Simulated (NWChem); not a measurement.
# SiH2ClO (SMILES O[SiH]Cl) at UB3LYP/6-31+G(d) (spherical functions)

Aim: the electronic atomisation energy of SiH2ClO at UB3LYP/6-31+G* (spherical functions), from 5 runs. 

The calculation is run with NWChem 7.3.0.

## (1) Starting point

SiH2ClO: 5 atoms, total charge 0, spin state doublet. SMILES: `O[SiH]Cl`. The coordinates come from a PBE0-D4/def2-TZVP relaxation. This is one conformer, not always the lowest.

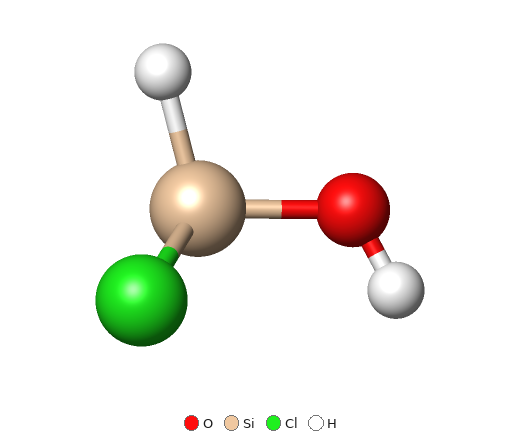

Viewed from a chosen angle; oxygen red, silicon light orange, chlorine green, hydrogen white.

## (2) A single-point energy at UB3LYP/6-31+G(d) (spherical functions) (run 1)

Contents of geom.nw:

```
START geom
TITLE "ClH2OSi energy"
memory 2200 mb

GEOMETRY units angstroms noautosym nocenter noautoz
   O     -0.806100    -0.432000    -0.746500
   Si    -0.092300     0.479800     0.414000
   Cl     1.606600    -0.440800     1.143600
   H     -1.024100    -1.343200    -0.540000
   H      0.316000     1.736300    -0.271100
END

BASIS spherical bse
   O library 6-31+G*
   Si library 6-31+G*
   Cl library 6-31+G*
   H library 6-31+G*
END

DFT
   xc b3lyp
   mult 2
   grid fine
   convergence energy 1e-08
   iterations 100
   mulliken
   print low
END

TASK dft energy
```

Launch:

```bash
$ nwchem geom.nw > geom.out
```

Standard output:

```text
[...]
 d= 0,ls=0.0,diis     1   -826.0837192234 -9.67D+02  1.13D-02  1.42D-01     1.4
[...]
 d= 0,ls=0.0,diis    10   -826.1512233145 -6.03D-09  1.30D-06  5.87D-09    10.6
[...]
         Total DFT energy =     -826.151223314532
      One electron energy =    -1421.888214407443
           Coulomb energy =      513.315944150966
    Exchange-Corr. energy =      -58.588348194438
 Nuclear repulsion energy =      141.009395136382
[...]
      Total Density - Mulliken Population Analysis
     ---------------------------------------------
    Atom       Charge   Shell Charges
 -----------   ------   -------------------------------------------------------
    1 O    8     8.66   2.00  0.90  2.95  0.96  1.78 -0.12  0.17  0.02
    2 Si  14    13.56   2.00  2.00  5.96  1.02  1.62  0.40  0.22  0.06  0.04  0.24
    3 Cl  17    17.23   2.00  2.00  5.97  1.41  3.65  0.55  1.59 -0.01  0.05  0.02
    4 H    1     0.51   0.47  0.04
    5 H    1     1.04   0.50  0.54
[...]
      <S2> =      0.7515 (Exact =     0.7500)
[...]
```

Run time: 12 s. Hardware: 1 thread of AMD EPYC 7R13 (Zen 3), shared host; peak memory 0.11 GiB.

## (3) The Cl atom, same level (run 2)

Contents of input.nw:

```
start input
memory total 2200 mb

geometry units angstroms noautosym nocenter noautoz
Cl    0.000000    0.000000    0.000000
end

basis spherical bse
Cl library 6-31+G*
end

dft
xc b3lyp
mult 2
grid fine
convergence energy 1e-08
iterations 100
mulliken
print low
end

task dft energy
```

Run the same way, it converges to -460.13504 Eh (log not shown).

## (4) The H atom (run 3)

Contents of h.xyz:

```xyz
1

H      0.000000     0.000000     0.000000
```

Contents of h.nw:

```
start h
memory total 2200 mb
geometry units angstroms noautosym nocenter noautoz
  load h.xyz
end
basis "ao basis" spherical bse
  H library 6-31+G*
end
dft
  xc b3lyp
  mult 2
  grid fine
  convergence energy 1e-08
  maxiter 100
  mulliken
  noprint "final vectors analysis"
end
task dft energy
```

Run the same way, it converges to -0.50027 Eh (log not shown).

Run 4 isn't shown in full; the table further down has it.

## (5) The Si atom (run 5)

Contents of si.nw:

```
echo
start si
memory total 2200 mb

geometry units angstroms noautosym nocenter noautoz
  Si    0.000000    0.000000    0.000000
end

basis spherical bse
  * library 6-31+G*
end

dft
  xc b3lyp
  mult 3
  grid fine
  convergence energy 1e-08
  iterations 100
  mulliken
  print low
end

task dft energy
```

Launch:

```bash
$ nwchem si.nw > si.out
```

Standard output:

```text
[...]
 d= 0,ls=0.0,diis     1   -289.3477956073 -2.89D+02  1.89D-02  2.29D-02     0.2
[...]
 d= 0,ls=0.0,diis     6   -289.3708154766 -2.76D-09  5.85D-07  5.77D-12     0.7
[...]
         Total DFT energy =     -289.370815476627
      One electron energy =     -400.601897679500
           Coulomb energy =      132.058302943568
    Exchange-Corr. energy =      -20.827220740694
 Nuclear repulsion energy =        0.000000000000
[...]
      Total Density - Mulliken Population Analysis
     ---------------------------------------------
    Atom       Charge   Shell Charges
 -----------   ------   -------------------------------------------------------
    1 Si  14    14.00   2.00  2.00  5.96  1.34  1.22  0.65  0.75  0.00  0.08  0.00
     --------------------------------------------
      Spin Density - Mulliken Population Analysis
     --------------------------------------------
    Atom       Charge   Shell Charges
 -----------   ------   -------------------------------------------------------
    1 Si  14     2.00   0.00  0.00  0.01  0.01  1.16  0.01  0.75 -0.02  0.07 -0.00
[...]
      <S2> =      2.0020 (Exact =     2.0000)
[...]
```

Run time: 1.6 s. Hardware: 1 thread of AMD EPYC 7R13 (Zen 3), shared host; peak memory 0.1 GiB.

## (6) All runs side by side

| run | partner | energy (Eh) | ⟨S²⟩ | wall time |
| --- | --- | --- | --- | --- |
| 1 | base | -826.151223 | 0.751 | 12 s |
| 2 | atoms | -460.135037 | 0.752 | 1.7 s |
| 3 | atoms | -0.500273 | 0.750 | 1.1 s |
| 4 | atoms | -75.066571 | 2.004 | 1.2 s |
| 5 | atoms | -289.370815 | 2.002 | 1.6 s |

## (7) Results

Level: UB3LYP/6-31+G* (spherical functions).

```
                     quantity          value
        Si atom: total energy  -289.37082 Eh
                Si atom: ⟨S²⟩          2.002
electronic atomisation energy      15.735 eV
```

Taking the molecule apart into free atoms costs 15.74 eV (363 kcal/mol), before zero-point energy and without spin-orbit coupling. All runs together took 17 s, the longest 12 s.
